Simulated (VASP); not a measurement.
Band structure of CuO (relaxed from the NiAs structure, space group P6_3/mmc). All values below come from PBEsol GGA, VASP's PBE PAW potentials (set 64) (plane waves; VASP 6.6.1).

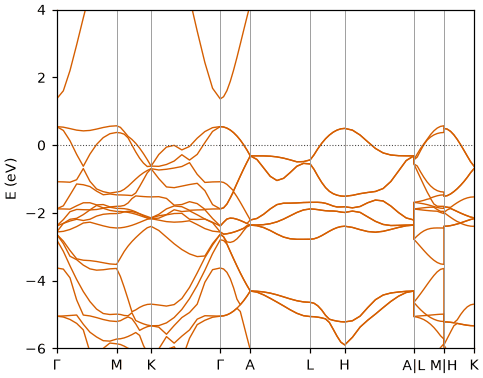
Figure: Bands along high-symmetry lines, zero at the valence-band maximum or, without a gap, the Fermi level

Question: Read the plot: is there a gap, and where are the band edges?

Answer: It has no gap at this level: it comes out as a metal or semimetal. (Edges off the drawn lines would not show.)

The structure was generated: CuO was put into the NiAs type (P6_3/mmc), which need not be its known phase. It was relaxed first, which changed the volume by +34 %.
